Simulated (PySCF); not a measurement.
# C2H7NSi (SMILES C=NC[SiH3]) at 6 levels

Wanted: a comparison of 6 runs (HF/STO-3G, HF/3-21G, B3LYP/6-31G*, B2PLYP/cc-pVDZ, wB97M-V/cc-pVDZ, SCS-MP2/cc-pVDZ) of C2H7NSi. The job is set up through a Python script.

The calculation is run with PySCF 2.14.0.

1 further run of the same task is left out (set aside as unsound or not needed).

## (1) Starting point

The species is C2H7NSi (11 atoms), meant as a singlet with charge 0. As SMILES, `C=NC[SiH3]`. Geometry: relaxed at PBE0-D4/def2-TZVP. This is one conformer, not always the lowest.

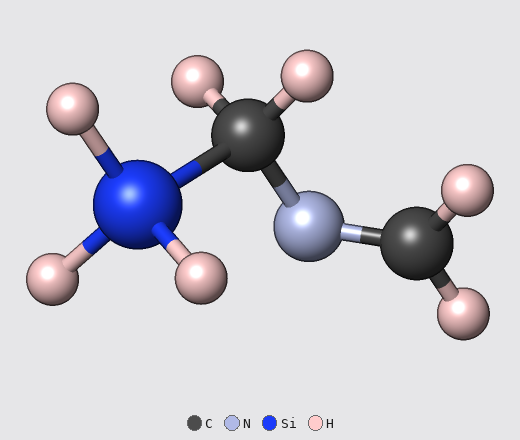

Viewed from a chosen angle; carbon dark grey, nitrogen light blue, silicon blue, hydrogen pink.

## (2) The energy at HF/STO-3G (run 1)

job.py

```python
# C=NC[SiH3]
from pyscf import gto

molecule = gto.Mole()
molecule.atom = '''
C       -0.639400       1.869300       0.363900
N       -0.998600       0.713100       0.018000
C       -0.299000      -0.417000       0.562600
Si       0.706300      -1.257400      -0.802700
H       -1.145900       2.733500      -0.063200
H        0.166900       2.059000       1.086600
H       -1.029900      -1.151400       0.917900
H        0.365200      -0.161700       1.404500
H        1.729600      -0.311300      -1.319900
H       -0.179800      -1.683000      -1.914500
H        1.389900      -2.450100      -0.232400
'''
molecule.verbose = 3
molecule.basis = 'sto-3g'
molecule.charge = 0
molecule.max_memory = 1860
molecule.spin = 0
molecule.build()

mf = molecule.RHF()
mf.conv_tol = 1e-10
mf.kernel()
if not mf.converged:
    mf = mf.newton().run(mf.mo_coeff, mf.mo_occ)

energy = mf.e_tot
print('E = %.10f Eh' % energy)
```

Launch:

```
OMP_NUM_THREADS=1 python job.py
```

Output:

```text
converged SCF energy = -418.18360918263
E = -418.1836091826 Eh
```

It took 0.99 s on 1 thread of Intel Xeon at 2.70GHz, shared host; peak memory 0.12 GiB.

## (3) A single-point energy at HF/3-21G (run 2)

input.xyz

```xyz
11
C2H7NSi
C     -0.639400     1.869300     0.363900
N     -0.998600     0.713100     0.018000
C     -0.299000    -0.417000     0.562600
Si     0.706300    -1.257400    -0.802700
H     -1.145900     2.733500    -0.063200
H      0.166900     2.059000     1.086600
H     -1.029900    -1.151400     0.917900
H      0.365200    -0.161700     1.404500
H      1.729600    -0.311300    -1.319900
H     -0.179800    -1.683000    -1.914500
H      1.389900    -2.450100    -0.232400
```

run.py

```python
from pyscf import gto, scf

mol = gto.M(
    atom='input.xyz',
    charge=0,
    basis='3-21g',
    verbose=3,
    max_memory=1860,
)

mf = scf.RHF(mol)
mf.conv_tol = 1e-10
mf.kernel()
if not mf.converged:
    mf = mf.newton().run(mf.mo_coeff, mf.mo_occ)

energy = mf.e_tot
print('E = %.10f Eh' % energy)
```

Launch:

```
OMP_NUM_THREADS=1 python run.py
```

Output:

```text
converged SCF energy = -420.859216804696
E = -420.8592168047 Eh
```

It took 0.87 s on 1 thread of Intel Xeon at 2.70GHz, shared host; peak memory 0.11 GiB.

Run 3 isn't shown in full; the table further down has it.

## (4) A single-point energy at B2PLYP/cc-pVDZ (run 4)

calc.py

```python
from pyscf import gto, dft, mp

mol = gto.M(
    atom='''
C       -0.639400       1.869300       0.363900
N       -0.998600       0.713100       0.018000
C       -0.299000      -0.417000       0.562600
Si       0.706300      -1.257400      -0.802700
H       -1.145900       2.733500      -0.063200
H        0.166900       2.059000       1.086600
H       -1.029900      -1.151400       0.917900
H        0.365200      -0.161700       1.404500
H        1.729600      -0.311300      -1.319900
H       -0.179800      -1.683000      -1.914500
H        1.389900      -2.450100      -0.232400
''',
    charge=0,
    spin=0,
    verbose=3,
    basis='cc-pvdz',
    max_memory=1860,
)

mf = dft.RKS(mol, xc='0.53*HF + 0.47*B88, 0.73*LYP')
mf.conv_tol = 1e-10
mf.grids.level = 5
mf.kernel()
if not mf.converged:
    mf = mf.newton().run(mf.mo_coeff, mf.mo_occ)

pt = mp.MP2(mf, frozen=8).run()
energy = mf.e_tot + 0.27 * pt.e_corr
print('PT2 part  %.8f' % (0.27 * pt.e_corr))
print('E = %.10f Eh' % energy)
```

Launch:

```
OMP_NUM_THREADS=1 python calc.py
```

Output:

```text
converged SCF energy = -424.168012328467
E(RMP2) = -424.839571531757  E_corr = -0.67155920329079
E(SCS-RMP2) = -424.842074293783  E_corr = -0.674061965316097
PT2 part  -0.18132098
E = -424.3493333134 Eh
```

Wall time 25 s (1 thread of Intel Xeon at 2.70GHz, shared host); peak memory 0.48 GiB.

Run 5 isn't shown in full; the table further down has it.

## (5) A single-point energy at SCS-MP2/cc-pVDZ (run 6)

mol.xyz

```xyz
11

C     -0.639400     1.869300     0.363900
N     -0.998600     0.713100     0.018000
C     -0.299000    -0.417000     0.562600
Si     0.706300    -1.257400    -0.802700
H     -1.145900     2.733500    -0.063200
H      0.166900     2.059000     1.086600
H     -1.029900    -1.151400     0.917900
H      0.365200    -0.161700     1.404500
H      1.729600    -0.311300    -1.319900
H     -0.179800    -1.683000    -1.914500
H      1.389900    -2.450100    -0.232400
```

job.py

```python
# C=NC[SiH3]
from pyscf import gto, scf, mp

mol = gto.M(
    atom='mol.xyz',
    max_memory=1860,
    verbose=3,
    basis='cc-pvdz',
)

myscf = scf.RHF(mol)
myscf.conv_tol = 1e-10
myscf.kernel()
if not myscf.converged:
    myscf = myscf.newton().run(myscf.mo_coeff, myscf.mo_occ)

pt = mp.MP2(myscf, frozen=8).run()
etot = myscf.e_tot + 1.2 * pt.e_corr_os + pt.e_corr_ss / 3
print('E = %.10f Eh' % etot)
```

Launch:

```
OMP_NUM_THREADS=1 python job.py
```

Output:

```text
converged SCF energy = -423.162368641964
E(RMP2) = -423.706105700814  E_corr = -0.543737058850375
E(SCS-RMP2) = -423.709445268067  E_corr = -0.547076626103058
E = -423.7094452681 Eh
```

Wall time 2.8 s (1 thread of Intel Xeon at 2.70GHz, shared host); peak memory 0.23 GiB.

## (6) The series

```tsv
run	level	integration grid	frozen core orbitals	energy (Eh)	dipole moment (D) of the reference	HOMO energy (eV)	LUMO energy (eV)	wall time
1	HF/STO-3G	–	–	-418.183609	1.46	-8.91	8.30	0.99 s
2	HF/3-21G	–	–	-420.859217	1.80	-10.63	4.25	0.87 s
3	B3LYP/6-31G* (spherical functions)	5	–	-424.628906	1.46	-6.97	-0.23	20 s
4	B2PLYP/cc-pVDZ	5	8	-424.349333	1.45	-8.71	1.44	25 s
5	wB97M-V/cc-pVDZ	5	–	-424.531797	1.36	-9.66	2.11	2.3 min
6	SCS-MP2/cc-pVDZ	–	8	-423.709445	1.64	-10.63	3.99	2.8 s
```

## (7) Outcome

```
                                          quantity          value
                               run 6: total energy  -423.70945 Eh
       run 6: dipole moment (Hartree–Fock density)         1.64 D
        run 6: HOMO energy (Hartree–Fock orbitals)      -10.63 eV
        run 6: LUMO energy (Hartree–Fock orbitals)        3.99 eV
      run 6: HOMO–LUMO gap (Hartree–Fock orbitals)       14.62 eV
run 6: correlation energy (8 core orbitals frozen)     -547.1 mEh
```

In words: Over runs 1, 2, 3, 4, 5 the dipole moment (its size) runs from 1.36 D (wB97M-V/cc-pVDZ) to 1.80 D (HF/3-21G). The two ends differ in method and basis. Over runs 1, 2, 3, 4, 5 the HOMO–LUMO gap runs from 6.74 eV (B3LYP/6-31G*) to 17.22 eV (HF/STO-3G). Totals of different functionals can't be ranked against each other. In run 1 the basis is minimal, so the values are rough. All runs together took 3.1 min, the longest 2.3 min.
